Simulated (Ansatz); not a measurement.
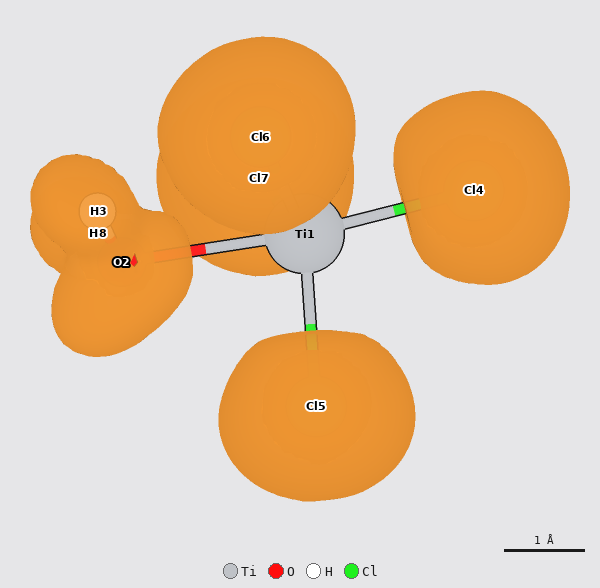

*Cl$_{4}$H$_{2}$OTi. Isosurface of the ELF at 0.75 (orange), seen from one side. Core shells and regions of very low density are left out.*

Computed with RKS PBE-D4/def2-SVP in Ansatz.

```xyz
8

Ti    0.4540   -0.2872   -0.0382
O    -0.4940   -0.2894    2.0677
H    -1.2388   -0.9206    1.9771
Cl    1.3578   -0.4943   -2.0212
Cl    0.2396    1.8833    0.0795
Cl   -1.4052   -1.4603   -0.4349
Cl    2.1239   -1.1799    1.1471
H     0.1747   -0.7512    2.6162
```

Q: Describe the localisation domains.

A: The surface consists of four regions wrapped around Cl (the valence shell of each) and one joined region spread over several atoms (H, O), in which their bonds and any lone pairs are merged. Profiles from the grid: Ti–Cl (2.18 Å): the ELF peaks at about 0.85 in the valence shell of Cl, 0.8 Å from its nucleus, and is about 0.35 at the midpoint. Ti–O (2.31 Å): the ELF peaks at about 0.90 in the valence shell of O, 0.6 Å from its nucleus, and is about 0.15 at the midpoint.
